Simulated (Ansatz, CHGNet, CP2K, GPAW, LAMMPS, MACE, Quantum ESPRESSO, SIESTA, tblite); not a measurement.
# GPAW runs on amorphous 43Bi2O3-57BaO (mol %) (99 atoms)

How do the settings of GPAW change the result for amorphous 43Bi2O3-57BaO (mol %) (99 atoms)? A plane-wave run serves as the yardstick.

Method: the method is named at each step, in GPAW 26.7.0.

## (1) The structure

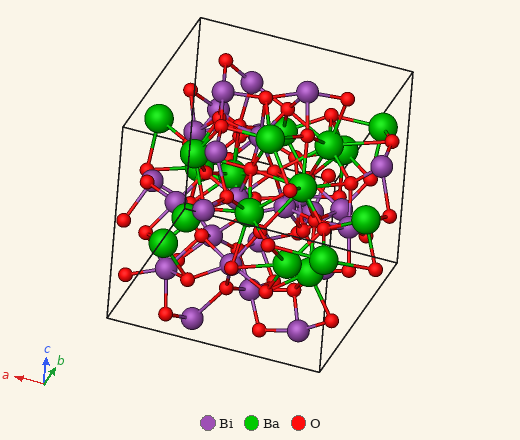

The cell as given, from a free direction (bismuth purple, barium green, oxygen red).

The cell holds 99 atoms: 26 Bi, 17 Ba and 56 O. Cell: a = 11.971 Å, b = 11.971 Å, c = 11.971 Å, α = 90.0°, β = 90.0°, γ = 90.0°. 99 atoms (26 Gd, 17 Ba, 56 O) placed at random at 7.52 g/cm³, melted at 5000 K for 10 ps at fixed volume with the Morse and Coulomb pair potential with partial charges (Pedone, Malavasi, Menziani, Cormack and Segre, J. Phys. Chem. B 110, 11780 (2006)). Quenched from 5000 K to 300 K at 50 K/ps and fixed volume, held 5 ps, then minimised at fixed cell. Then Gd was replaced by Bi and the cell scaled by 1.02 (the potential has no terms for the new elements, so the cell is a start for a DFT relaxation).

The yardstick, on the same geometry:

* method: Kohn-Sham DFT, PBE, PAW, plane waves (Ansatz 0.2.0); cutoff 420 eV, Γ point, fermi-dirac smearing of 0.05 eV; PAW set soft_2
* r.m.s. force component: 0.5622 eV/Å
* longest force: 2.587 eV/Å
* pressure: 7.369 GPa
* gap (highest filled to lowest empty level): 1.233 eV
* SCF cycles: 12
* time: 55 s on 4 threads of Arm Neoverse V1, shared host
* CPU time: 3.6 min

## (2) PBE, LCAO dzp, h 0.18 Å

Method: Kohn-Sham DFT, PBE, PAW, atomic orbitals (dzp).

File run.py:

```python
import numpy as np
from ase.io import read
from gpaw import GPAW, FermiDirac

atoms = read("structure.xyz")
atoms.calc = GPAW(
    mode="lcao",
    basis="dzp",
    h=0.18,
    xc="PBE",
    kpts={"size": (1, 1, 1), "gamma": True},
    occupations=FermiDirac(0.05),
    maxiter=200,
    symmetry={"point_group": False},
    txt="gpaw.txt",
)
energy = atoms.get_potential_energy(force_consistent=True)
forces = atoms.get_forces()
print(f"energy {energy:.6f} eV")
print("forces (eV/A)")
for i, (a, f) in enumerate(zip(atoms, forces)):
    print(f"{i:4d} {a.symbol:2s} {f[0]:10.5f} {f[1]:10.5f} {f[2]:10.5f}")
print(f"Fermi level {atoms.calc.get_fermi_level():.4f} eV")
for k in range(len(atoms.calc.get_ibz_k_points())):
    for s in range(atoms.calc.get_number_of_spins()):
        e = atoms.calc.get_eigenvalues(kpt=k, spin=s)
        n = np.searchsorted(e, atoms.calc.get_fermi_level())
        print(f"k {k} spin {s} levels about the Fermi level:", np.round(e[max(n - 6, 0):n], 4).tolist(), "|", np.round(e[n:n + 6], 4).tolist())
```

File structure.xyz:

```xyz
99
Lattice="11.97103 0.00000 0.00000 0.00000 11.97103 0.00000 0.00000 0.00000 11.97103" Properties=species:S:1:pos:R:3 pbc="T T T"
Bi 2.96810 3.21721 8.34333
Bi 10.48926 11.92542 3.99832
Bi 1.25025 0.44891 9.40205
Bi 1.12959 2.90226 4.53439
Bi 10.04537 10.89579 8.48124
Bi 1.09691 11.35165 6.08787
Bi 9.78787 2.70940 2.17609
Bi 7.48441 2.88095 4.77644
Bi 7.87251 8.91195 10.82265
Bi 7.12647 8.79907 7.70731
Bi 4.61615 1.30891 3.12228
Bi 1.69749 8.42066 3.78428
Bi 2.14988 2.51344 0.55234
Bi 10.93350 2.62836 7.39367
Bi 10.39301 5.37619 4.62573
Bi 7.45939 6.71479 4.94416
Bi 5.56162 11.44909 9.41773
Bi 5.30412 2.78817 11.76668
Bi 10.87616 11.81337 0.30035
Bi 7.32340 0.17490 1.19363
Bi 4.20447 0.86419 6.53115
Bi 10.04884 6.54372 8.45622
Bi 6.97384 5.05297 1.88113
Bi 4.41719 5.51398 5.95750
Bi 8.51116 5.47902 10.91830
Bi 1.39522 5.93033 6.40773
Ba 1.81517 11.65547 2.36105
Ba 0.36907 8.71347 10.25678
Ba 3.30317 8.86383 8.22122
Ba 11.07883 5.93224 1.54307
Ba 1.46669 5.65679 10.26659
Ba 3.55815 10.38080 0.06584
Ba 7.09212 4.40917 7.87933
Ba 10.84204 8.78865 1.57228
Ba 7.50332 11.77399 5.73879
Ba 2.72449 5.39091 2.40606
Ba 4.74532 7.79123 0.97277
Ba 11.00257 3.13198 10.97923
Ba 7.48022 9.10361 2.67684
Ba 8.13850 1.81672 9.50500
Ba 4.75453 9.39139 4.84659
Ba 5.07428 6.22972 10.08033
Ba 10.61603 8.62094 5.74669
O 0.26971 6.97061 8.03998
O 8.54181 4.47022 3.57886
O 9.36984 10.92201 2.07673
O 3.28677 5.58269 8.02322
O 11.74047 4.30203 6.12677
O 3.34375 3.27551 10.63949
O 9.07320 4.34261 0.74460
O 8.67912 2.45334 6.71647
O 7.55827 8.98713 5.43868
O 1.21063 7.48932 1.75064
O 0.40821 10.61447 8.26983
O 6.24373 0.81930 11.10995
O 2.18507 1.12815 7.45699
[... 39 atom lines left out ...]
O 11.49602 1.09762 2.21703
O 2.77225 3.88316 5.86724
O 2.08128 9.33513 5.89932
O 9.13725 6.17011 6.37182
```

Run with:

```console
$ OMP_NUM_THREADS=1 python run.py > output.txt
```

What it wrote:

```text
energy -529.710448 eV
forces (eV/A)
   0 Bi    0.17157    0.07597   -0.22966
   1 Bi    0.23734    0.11172   -0.20435
   2 Bi    0.29893   -0.11573   -0.61429
   3 Bi    0.40667   -0.05733    0.00073
   4 Bi   -0.25362    0.15561    0.09769
   5 Bi    0.46864   -0.25248   -0.08930
   6 Bi   -0.27791   -0.44156    0.42390
   7 Bi    0.26148    0.85942    0.01311
   8 Bi    0.48258    0.24547    0.54968
   9 Bi    0.47307   -0.40487   -0.25369
  10 Bi    0.64506    0.45866   -0.13417
  11 Bi   -0.30462   -0.01329   -0.18210
  12 Bi   -0.15572    0.00587   -0.43727
  13 Bi    0.12936   -0.00652   -0.11542
  14 Bi   -0.09692   -0.32456    0.70826
  15 Bi    0.12579   -0.23526    0.14185
  16 Bi    0.00379    0.30512   -0.69224
  17 Bi    0.22293    0.24765    0.15556
  18 Bi   -0.44322    0.24392   -0.63090
  19 Bi    0.08073    0.40284   -0.15769
  20 Bi    0.37521    0.13721    0.31654
  21 Bi    0.15303   -0.09667   -0.22554
  22 Bi   -0.26776   -0.13410    0.00239
  23 Bi   -0.20728   -0.33611    0.23559
[...]
91 O    -0.91353    1.53587   -0.28255
  92 O    -1.16189    0.36210   -1.15450
  93 O    -0.39506    0.48820    1.11390
  94 O     0.38095   -0.55440    0.26199
  95 O     0.82958   -0.31216    0.19419
  96 O    -0.47886   -0.34514    0.04444
  97 O     0.96669   -0.29699    0.82872
  98 O    -0.00927    0.10876    1.04930
Fermi level 8.7351 eV
k 0 spin 0 levels about the Fermi level: [7.5838, 7.781, 7.8185, 7.8393, 7.9148, 8.1463] | [9.3263, 9.4697, 9.5778, 9.6698, 9.7784, 9.8423]
```

gpaw.txt:

```text
Input parameters:
  mode=LCAO(),
  basis={'default': 'dzp'},
  h=0.18,
  kpts=MonkhorstPack(size=(1, 1, 1), gamma=True),
  maxiter=200,
  occupations=Occupations(name='fermi-dirac', width=0.05, fixmagmom=False),
  symmetry=Symmetry(point_group=False),
  xc=XC(name='PBE')
Unit cell  # Å
| periodic |         x |         y |         z |   lengths |    angles |
|----------|-----------|-----------|-----------|-----------|-----------|
|      yes | 11.971030 |  0.000000 |  0.000000 | 11.971030 | 90.000000 |
|      yes |  0.000000 | 11.971030 |  0.000000 | 11.971030 | 90.000000 |
|      yes |  0.000000 |  0.000000 | 11.971030 | 11.971030 | 90.000000 |
Number of symmetries: 1
Symmetry operations  # r_c * U_cc + t_c -> r_c
|   | kind |            matrix            |
|---|------|------------------------------|
| 0 |  E   |  1, 0, 0,  0, 1, 0,  0, 0, 1 |
BZ-sampling:
  Number of BZ points: 1
  Number of IBZ points: 1
  Monkhorst-Pack size: [1, 1, 1]
  Monkhorst-Pack shift: [0, 0, 0]
[... lines left out ...]
  Fermi-Dirac:
    width: 0.0500  # eV
FastPoissonSolver using
    Stencil: 6*3+1=19 point O(h^6) finite-difference Laplacian
xc functional:
  name: PBE with 2 nearest neighbor stencil
interpolation: tri-quintic # 5. degree polynomial
Initialization done in: 20.497 s
convergence criteria:
- Maximum [total energy] change in last 3 cyles: 0.0005 eV / valence electron
- Maximum integral of absolute [dens]ity change: 0.0001 electrons / valence electron
- Maximum integral of absolute [eigenst]ate change: 4e-08 eV^2 / valence electron
maximum number of iterations: 200
SCF iterations
|iter     |      energy | eigst |  dens |
|---------|-------------|-------|-------|
|iter:   1| -609.376886 |      c|       |
|iter:   2| -585.485817 |      c| -0.96 |
|iter:   3| -531.455054 |      c| -1.03 |
|iter:   4| -530.203661 |      c| -1.55 |
|iter:   5| -530.274591 |      c| -1.77 |
|iter:   6| -529.725870 |      c| -2.09 |
|iter:   7| -529.720045 |      c| -2.67 |
|iter:   8| -529.710921c|      c| -2.88 |
|iter:   9| -529.710829c|      c| -3.23 |
|iter:  10| -529.710446c|      c| -3.62 |
|iter:  11| -529.710445c|      c| -3.95 |
|iter:  12| -529.710438c|      c| -4.22c|
Converged in 12 steps
SCF loop duration: 740.766 s (61.731 s/step)
Energy contributions relative to reference atoms: (reference = -19082069.008319)
Energy contributions:
  Kinetic:        1300.891574
  Coulomb:       -1163.721456
  Zero:              8.720587
  External:          0.000000
  Xc:             -675.601132
  Entropy:          -0.000020
  Spinorbit:         0.000000
  ----------------------------
  Free energy:    -529.710448
  Extrapolated:   -529.710438
dipole moment: (-32.465554, 148.888220, -139.999735)  # |e|*Ang
Fermi level: 8.735
Eigenvalues  # (at kpt = [0.000, 0.000, 0.000])
| band index |      eig [eV] | occ [0-2] |
|------------|---------------|-----------|
|          0 |       -20.224 |     2.000 |
|        ... |               |           |
|        440 |         7.506 |     2.000 |
|        441 |         7.544 |     2.000 |
[...]
|        455 |         9.999 |     0.000 |
|        ... |               |           |
|        541 |        13.411 |     0.000 |
Gap: 1.180 eV
Transition (v -> c):
  (s=0, k=0, n=447, [0.00, 0.00, 0.00]) -> (s=0, k=0, n=448, [0.00, 0.00, 0.00])
No difference between direct/indirect transitions
Force computation time: 149.811  # s
timing:  # [seconds]
  Total:  911.110  # ━━━━━━━━━━━━━━━━━━━━━━━━━━━━━━━━━━━━━━━━━━━━━━━━━━━━━━━━
  Init:    20.496  # ━╸
  SCF:    740.766  # ━━━━━━━━━━━━━━━━━━━━━━━━━━━━━━━━━━━━━━━━━━━━━╸
  Forces: 149.811  # ━━━━━━━━━
```

It took 15 min on 1 thread of Arm Neoverse V1, shared host; peak memory 3.1 GiB.

Banners, paths, timers and routine set-up lines are dropped from the logs unmarked, and long logs keep their key lines alone; longer cuts are marked.

Numbers from this run, and their distance from the reference:

```
r.m.s. force component                           : 0.6238 eV/Å
r.m.s. difference of force components            : 99.31 meV/Å
longest difference of force vectors              : 367.8 meV/Å
force difference over r.m.s. force               : 17.67 %
slope of forces against the reference's          : 1.1
correlation of force components                  : 0.9913
gap (highest filled to lowest empty level) : 1.18 eV
gap difference                                   : -0.0529 eV
```

Length of the force difference by element (eV/Å):

```csv
element,atoms,mean,most
Ba,17,0.14,0.37
Bi,26,0.13,0.27
O,56,0.17,0.33
```

Levels nearest the highest filled one (eV from it): -0.56, -0.37, -0.33, -0.31, -0.23, 0.00, 1.18, 1.32, 1.43, 1.52, 1.63, 1.70.

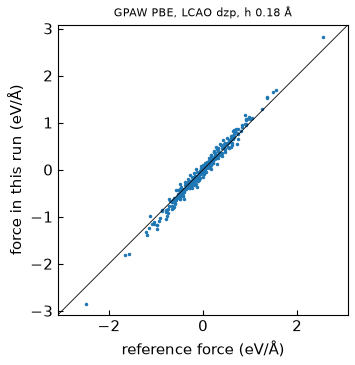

Force components against those of the reference; the line marks equality.

The surroundings of O52, which has 6 bonded neighbours where the commonest count for O is 5, nearest first, numbered as they follow in the input and with coordinates relative to it.

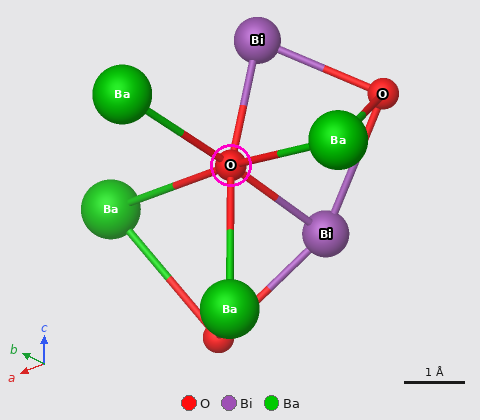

The atoms of the table, within 3.2 Å (arrows a, b, c point along x, y, z); some may hide others; the central atom is ringed.

```csv
atom,x,y,z,distance (Å),bonds,Fx,Fy,Fz (eV/Å)
O52,0.00,0.00,0.00,0.00,6,-0.06,1.07,-0.83
Bi10,-0.43,-0.19,2.27,2.32,6,0.47,-0.40,-0.25
Bi16,-0.10,-2.27,-0.49,2.33,7,0.13,-0.24,0.14
Ba39,-0.08,0.12,-2.76,2.77,7,0.70,0.10,-0.14
Ba35,-0.05,2.79,0.30,2.80,8,0.32,-0.59,0.46
Ba41,-2.80,0.40,-0.59,2.89,7,-0.64,0.25,0.01
O91,-1.86,-1.77,1.38,2.91,5,-0.21,0.36,0.29
Ba43,3.06,-0.37,0.31,3.09,8,-0.42,0.35,-0.08
O61,1.84,-1.72,-2.00,3.22,6,0.31,0.96,-0.41
```

Atoms are counted from 1 here, from 0 in the log.

Forces lie 18 % from the reference's, at 4.3 times its CPU time (on 1 against 4 cores).

## (3) PBE, LCAO dzp, h 0.18 Å, other mixer settings

Method: Kohn-Sham DFT, PBE, PAW, atomic orbitals (dzp).

Edit run.py of step 2 so:

```diff
@@ -2,3 +2,4 @@
 from ase.io import read
-from gpaw import GPAW, FermiDirac
+from gpaw import GPAW, FermiDirac, Mixer
+from ase.parallel import parprint as print
 
@@ -12,2 +13,3 @@
     occupations=FermiDirac(0.05),
+    mixer=Mixer(0.1, 5, 50),
     maxiter=200,
```

structure.xyz is that of step 2.

Run with:

```console
$ OMP_NUM_THREADS=1 mpirun -np 2 gpaw python run.py > output.txt
```

What it wrote:

```text
energy -529.710432 eV
forces (eV/A)
   0 Bi    0.17208    0.07963   -0.22610
   1 Bi    0.23758    0.10900   -0.20600
   2 Bi    0.29614   -0.12127   -0.61668
   3 Bi    0.40281   -0.05712    0.00019
   4 Bi   -0.25082    0.15880    0.09490
   5 Bi    0.46910   -0.25104   -0.08989
[...]
96 O    -0.47827   -0.34563    0.04452
  97 O     0.96444   -0.29440    0.82953
  98 O    -0.00830    0.10959    1.04774
Fermi level 8.7347 eV
k 0 spin 0 levels about the Fermi level: [7.5835, 7.7809, 7.8183, 7.839, 7.9145, 8.1461] | [9.3258, 9.4693, 9.5774, 9.6695, 9.7782, 9.842]
```

gpaw.txt:

```text
Input parameters:
  mode=LCAO(),
  basis={'default': 'dzp'},
  h=0.18,
  kpts=MonkhorstPack(size=(1, 1, 1), gamma=True),
  maxiter=200,
[... lines left out ...]
  occupations=Occupations(name='fermi-dirac', width=0.05, fixmagmom=False),
[... lines left out ...]
  Fermi-Dirac:
[... lines left out ...]
convergence criteria:
- Maximum [total energy] change in last 3 cyles: 0.0005 eV / valence electron
[... lines left out ...]
Converged in 15 steps
[... lines left out ...]
  Free energy:    -529.710432
[... lines left out ...]
Fermi level: 8.735
[... lines left out ...]
|        ... |               |           |
|        440 |         7.506 |     2.000 |
|        441 |         7.544 |     2.000 |
[...]
|        455 |         9.999 |     0.000 |
|        ... |               |           |
|        541 |        13.411 |     0.000 |
Gap: 1.180 eV
Transition (v -> c):
  (s=0, k=0, n=447, [0.00, 0.00, 0.00]) -> (s=0, k=0, n=448, [0.00, 0.00, 0.00])
No difference between direct/indirect transitions
Force computation time: 74.812  # s
```

It took 9.8 min on 2 MPI ranks; peak memory 3.5 GiB.

Against the reference:

| Property | Result |
| --- | --- |
| r.m.s. force component | 0.6229 eV/Å |
| r.m.s. difference of force components | 98.08 meV/Å |
| longest difference of force vectors | 365.9 meV/Å |
| force difference over r.m.s. force | 17.45 % |
| slope of forces against the reference's | 1.099 |
| correlation of force components | 0.9915 |
| gap (highest filled to lowest empty level) | 1.18 eV |
| gap difference | -0.0532 eV |
| energy less the same-level run's | 0.0002 meV/atom |
| r.m.s. force difference from the same-level run | 2.464 meV/Å |

Against the first run (18 %), the force difference from the reference is 17 %, at 1.3 times the CPU time (on 2 against 1 cores): another solver or mixer reaches the same state.

## (4) PBE, LCAO szp(dzp), h 0.18 Å

Method: Kohn-Sham DFT, PBE, PAW, atomic orbitals (szp(dzp)).

Edit run.py of step 3 so:

```diff
@@ -2,4 +2,3 @@
 from ase.io import read
-from gpaw import GPAW, FermiDirac, Mixer
-from ase.parallel import parprint as print
+from gpaw import GPAW, FermiDirac
 
@@ -8,3 +7,3 @@
     mode="lcao",
-    basis="dzp",
+    basis="szp(dzp)",
     h=0.18,
@@ -13,3 +12,2 @@
     occupations=FermiDirac(0.05),
-    mixer=Mixer(0.1, 5, 50),
     maxiter=200,
```

structure.xyz is that of step 3.

Run with:

```console
$ OMP_NUM_THREADS=1 python run.py > output.txt
```

What it wrote:

```text
energy -496.032910 eV
forces (eV/A)
   0 Bi    0.15870    0.05950   -0.36435
   1 Bi    0.17071    0.14502   -0.22226
   2 Bi    0.23131   -0.05825   -0.62183
   3 Bi    0.40531    0.04204    0.07397
   4 Bi   -0.09673    0.21211    0.18467
   5 Bi    0.41190   -0.19537   -0.18977
[...]
96 O    -0.42769   -0.44056    0.09197
  97 O     1.08668   -0.40857    0.93278
  98 O    -0.02553    0.08296    1.07094
Fermi level 9.1390 eV
k 0 spin 0 levels about the Fermi level: [8.0334, 8.2325, 8.2687, 8.2809, 8.3745, 8.637] | [9.6428, 9.8122, 9.8803, 9.9893, 10.1453, 10.1894]
```

gpaw.txt:

```text
Input parameters:
  mode=LCAO(),
  basis={'default': 'szp(dzp)'},
  h=0.18,
  kpts=MonkhorstPack(size=(1, 1, 1), gamma=True),
  maxiter=200,
  occupations=Occupations(name='fermi-dirac', width=0.05, fixmagmom=False),
[... lines left out ...]
  Fermi-Dirac:
[... lines left out ...]
convergence criteria:
- Maximum [total energy] change in last 3 cyles: 0.0005 eV / valence electron
[... lines left out ...]
Converged in 12 steps
[... lines left out ...]
  Free energy:    -496.032910
[... lines left out ...]
Fermi level: 9.139
[... lines left out ...]
|        ... |               |           |
|        541 |        13.787 |     0.000 |
Gap: 1.006 eV
Transition (v -> c):
  (s=0, k=0, n=447, [0.00, 0.00, 0.00]) -> (s=0, k=0, n=448, [0.00, 0.00, 0.00])
No difference between direct/indirect transitions
Force computation time: 95.087  # s
timing:  # [seconds]
  Total:  571.739  # ━━━━━━━━━━━━━━━━━━━━━━━━━━━━━━━━━━━━━━━━━━━━━━━━━━━━━━━━
  Init:    16.877  # ━╸
  SCF:    459.739  # ━━━━━━━━━━━━━━━━━━━━━━━━━━━━━━━━━━━━━━━━━━━━━
  Forces:  95.087  # ━━━━━━━━━╸
```

The job ended after 9.6 min (1 thread; peak memory 2.9 GiB).

Numbers from this run, and their distance from the reference:

```
r.m.s. force component                           : 0.6672 eV/Å
r.m.s. difference of force components            : 164.9 meV/Å
longest difference of force vectors              : 494.2 meV/Å
force difference over r.m.s. force               : 29.33 %
slope of forces against the reference's          : 1.161
correlation of force components                  : 0.9785
gap (highest filled to lowest empty level) : 1.006 eV
gap difference                                   : -0.2271 eV
```

This is a coarse setting, run to see what it loses.

Against the first run (18 %), the force difference from the reference is 29 %, at 0.63 times the CPU time, with 1140 basis functions against 1819: the smaller basis costs accuracy.

## (5) Side by side

Differences are against the plane-wave reference, forces as r.m.s. over components; share is that over the reference's r.m.s. force, slope the least-squares factor from reference forces to these. Total energies of different programs have different zeros and aren't compared.

```csv
run,"Δ force, r.m.s. (meV/Å)",share (%),slope,Δ gap (eV),cores,CPU time,memory (GiB)
reference,-,-,-,-,4,3.6 min,2.6
"GPAW PBE, LCAO dzp, h 0.18 Å",99.3,17.7,1.100,-0.0529,1,15 min,3.1
"GPAW PBE, LCAO dzp, h 0.18 Å, other mixer settings",98.1,17.4,1.099,-0.0532,2,20 min,3.5
"GPAW PBE, LCAO szp(dzp), h 0.18 Å (coarse)",165,29.3,1.161,-0.227,1,9.6 min,2.9
```

Rows marked coarse were listed beforehand as settings not expected to be converged; some can still land near the reference.

CPU time is summed over cores on a shared host, where runs went side by side, so it is rough. Symmetry, cutoffs, thresholds, outputs and thread counts weren't matched or tuned between programs; memory under MPI is the largest rank's times the ranks.

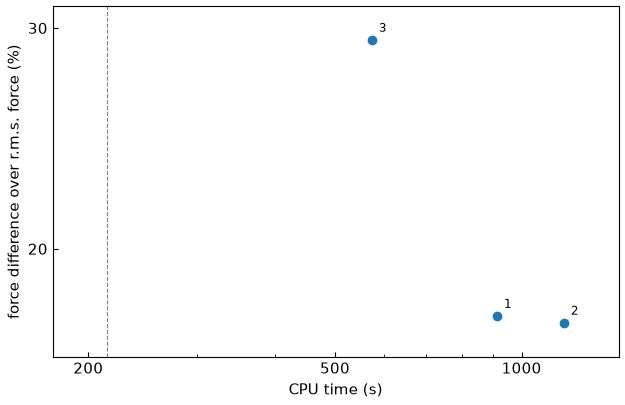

Force difference against CPU time; the dashed line marks the reference's time. Points: 1 GPAW PBE, LCAO dzp, h 0.18 Å; 2 GPAW PBE, LCAO dzp, h 0.18 Å, other mixer settings; 3 GPAW PBE, LCAO szp(dzp), h 0.18 Å.

Within one program, basis, potentials and functional, energies share a zero. Each run against its twin at the usual cutoff or grid and solver:

```csv
run,twin,Δ energy (meV/atom),"Δ force, r.m.s. (meV/Å)",CPU time over the twin's
"GPAW PBE, LCAO dzp, h 0.18 Å, other mixer settings","LCAO dzp, h 0.18 Å",2.0e-4,2.46,1.3 (this twin ran on 1 cores)
```

## (6) What came out

- nearest in forces: GPAW PBE, LCAO dzp, h 0.18 Å, other mixer settings, 17 %
- its CPU time: 20 min

**Reading.** The PBE runs in local orbitals, coarse settings apart, differ by 17 % (GPAW PBE, LCAO dzp, h 0.18 Å, other mixer settings) to 18 % (GPAW PBE, LCAO dzp, h 0.18 Å); basis, grid and potentials can all enter. Runs with settings chosen to be coarse differ by 29 % (GPAW PBE, LCAO szp(dzp), h 0.18 Å), their programs' other errors included. None of the electronic-structure runs in the table takes under half the reference's CPU time of 3.6 min; they take 2.7 to 5.4 times as much. GPAW PBE, LCAO szp(dzp), h 0.18 Å stiffens the forces by a factor of 1.16 while following their directions (correlation 0.978); the slopes of the 3 GPAW runs lie between 1.10 and 1.16. At the same functional, gaps differ from the reference's 1.23 eV by between -0.23 and -0.05 eV. The quench rate of 50 K/ps is many orders above laboratory rates, so the cell is likely richer in defects and strain than a real sample. The network of bonds at the start is that of the classical potential that made the cell, and needn't be the one that DFT or experiment would give. The reference's pressure of 7.4 GPa belongs to a cell and atoms that aren't relaxed at this level. The electronic-structure runs sample only Γ, in a cell whose shortest periodic width is 12 Å. Spin–orbit coupling is left out, which matters for the levels of the heavy elements.

[Also dropped from logs without a mark: logging warnings of Python, and SIESTA's first energy breakdown and zero terms.]

[Logs are printed without paths, hosts, clocks, repeated set-up lines and the standing remarks that a program may print on its own settings, such as how far it seeks lower states.]

[Hosts, paths, dates, database ids (printed as entryN), source tags and the programs' standing remarks are cut or masked in the printed files.]
